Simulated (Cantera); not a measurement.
Input: 1 mol SiHCl3, 0.051 mol HCl, a varied amount of H2, held at 925 K and 26.3 Torr.

Cantera equilibrium calculation (NASA polynomials, part measured and part estimated; ideal gas, pure solids and liquids). Candidate condensed phases: Si; 19 gas species. The tables' values for SiCl3 are old estimates; treat these amounts as uncertain. Equilibrium is a limit: real reactors are often held back by kinetics, nucleation or transport.

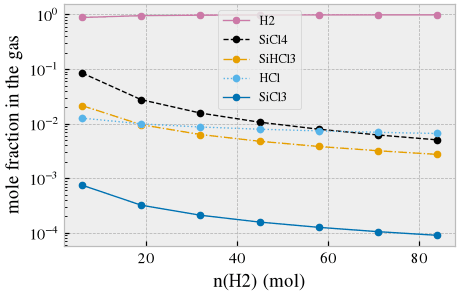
*Equilibrium gas composition (values under 1e-9 drawn at 1e-9)*

From 6 mol H2 to 84 mol H2 the condensed part is Si(s). The main Si-bearing gas is SiCl4 throughout. The share of Si in condensed phases is highest at 84 mol H2 (30.9 %) and lowest at 6 mol H2 (21.7 %).
